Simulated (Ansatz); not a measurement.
```xyz
12
Lattice="2.9617 0.0000 0.0000 0.0000 6.7992 0.0000 0.0000 0.0000 9.1845" Properties=species:S:1:pos:R:3 pbc="T T T"
Ta    0.0000    3.3996    4.1059
Ta    0.0000    0.0000    8.6982
Ta    1.4808    3.3996    0.4825
Ta    1.4808    0.0000    5.0747
Pb    1.4808    0.0000    2.0703
Pb    1.4808    3.3996    6.6625
O     1.4808    3.3996    2.5189
O     1.4808    0.0000    7.1112
O     0.0000    1.9990    0.0034
O     0.0000    5.3986    4.5956
O     0.0000    4.8002    0.0034
O     0.0000    1.4006    4.5956
```

Space group Amm2; a generated structure, not necessarily the stable one.

Computed with DFT PBE, scalar-relativistic, plane waves, PAW in Ansatz 0.2.0.

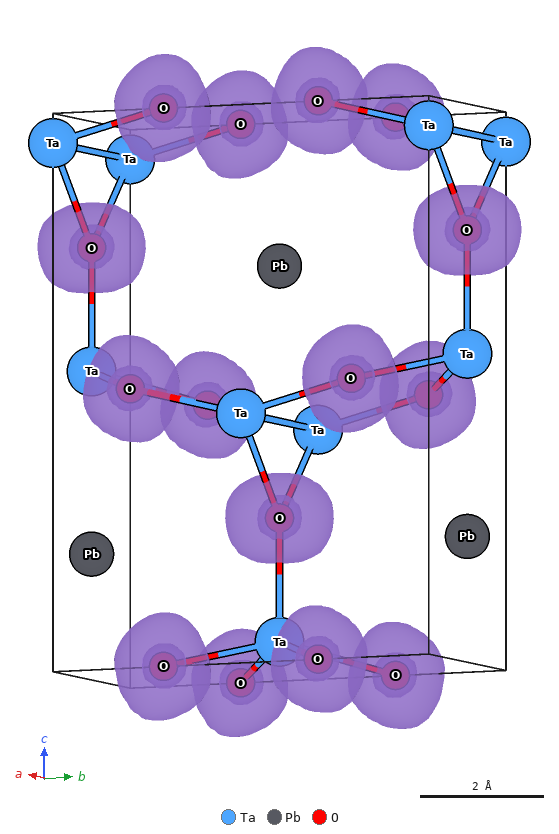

Ta2PbO3. Isosurface of the electron localisation function at 0.7 (purple), seen at an oblique angle. Only the valence region is drawn (cores and ρ < 0.01 e/Å³ removed). Sticks mark near contacts.

Core electrons are frozen (PAW), and the valence fields are smoothed inside the atomic spheres.

Describe the localisation domains.

At this value the surface marks out six regions wrapped around O (the valence shell of each), counted in one cell of 12 atoms. Regions shared between cells count once. Profiles from the grid: Ta–O (2.04 Å): the ELF peaks at about 0.85 in the valence shell of O, 0.6 Å from its nucleus, and drops to about 0.20 between the two atoms; no shared electron pair shows on this line. Ta–Ta (2.96 Å): the ELF is about 0.30 at the midpoint (no shared electron pair shows on this line).
